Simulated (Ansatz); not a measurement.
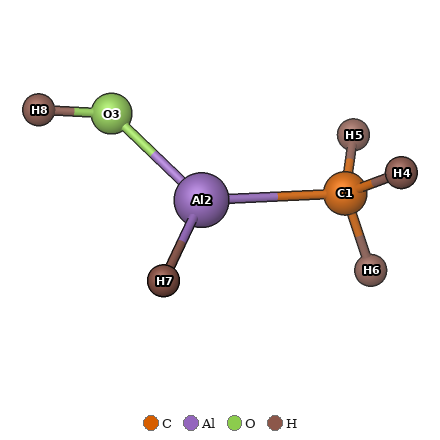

The system is CH5AlO, SMILES [CH3][AlH][OH]; the picture shows the reference structure. Coordinates scanned: (1) bond length C1–H6; (2) angle H6–C1–H5. Nothing is relaxed (all other coordinates rigid). Grid: 13 × 13 points. Points are written as (first, second). Energies are in eV, from the lowest grid point. Theory: RKS CAM-B3LYP-D4/def2-TZVP in Ansatz 0.2.0.

Its coordinates:

```
atom    x (Å)    y (Å)    z (Å)
   C  -0.7749   0.9795  -0.0714
  Al   0.5817  -0.3899  -0.2440
   O   0.5497  -1.6720   0.8649
   H  -0.3249   1.9517   0.1452
   H  -1.4848   0.7544   0.7248
   H  -1.3359   1.0999  -1.0014
   H   1.7104  -0.3818  -1.3482
   H   1.1709  -2.3990   0.8744
```

Range: bond length C1–H6 from 0.962 to 1.366 Å; angle H6–C1–H5 from 63.1 to 153.1°.

Question: What landscape does the calculation give?

Answer: The lowest grid point is at (1.096 Å, 108.1°). It is the only kind of minimum in the scanned range. The highest grid point, (1.366 Å, 153.1°), lies 2.02 eV above the lowest. Round the minimum the two coordinates are nearly uncoupled.

```csv
"angle H6–C1–H5 ↓, bond length C1–H6 →",0.962,0.995,1.029,1.063,1.096,1.130,1.164,1.197,1.231,1.265,1.299,1.332,1.366
153.1,1.77,1.59,1.47,1.40,1.37,1.38,1.42,1.49,1.57,1.67,1.78,1.89,2.02
145.6,1.36,1.18,1.06,0.99,0.97,0.98,1.02,1.09,1.17,1.27,1.39,1.51,1.64
138.1,1.01,0.83,0.71,0.65,0.62,0.64,0.69,0.75,0.84,0.95,1.06,1.19,1.32
130.6,0.73,0.55,0.44,0.37,0.35,0.37,0.42,0.49,0.58,0.69,0.81,0.94,1.08
123.1,0.53,0.35,0.24,0.18,0.16,0.18,0.23,0.30,0.40,0.51,0.63,0.76,0.90
115.6,0.40,0.23,0.12,0.06,0.04,0.06,0.11,0.19,0.28,0.39,0.52,0.65,0.79
108.1,0.36,0.19,0.08,0.02,0.00,0.02,0.07,0.15,0.24,0.36,0.48,0.61,0.76
100.6,0.41,0.23,0.12,0.06,0.04,0.06,0.11,0.18,0.28,0.39,0.52,0.65,0.79
93.1,0.53,0.36,0.24,0.18,0.16,0.18,0.23,0.30,0.39,0.50,0.62,0.75,0.89
85.6,0.74,0.56,0.44,0.38,0.36,0.37,0.42,0.49,0.58,0.69,0.81,0.93,1.07
78.1,1.04,0.85,0.73,0.66,0.64,0.65,0.69,0.76,0.84,0.95,1.06,1.18,1.31
70.6,1.41,1.23,1.10,1.03,1.00,1.00,1.04,1.10,1.18,1.28,1.39,1.50,1.63
63.1,1.87,1.68,1.55,1.47,1.43,1.43,1.46,1.51,1.59,1.68,1.78,1.89,2.01
```

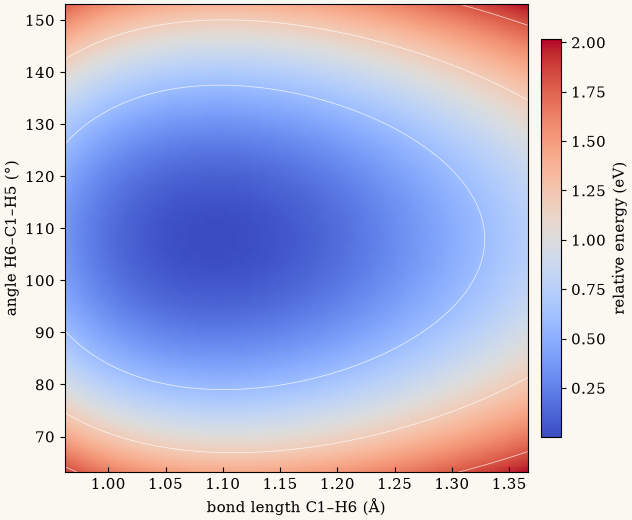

The picture shows a smooth colour map with a few white contour lines. Between grid points the surface is interpolated.

Time for the 169 points that were run: 11 min on 1 thread of Arm Neoverse V1, on a shared host.
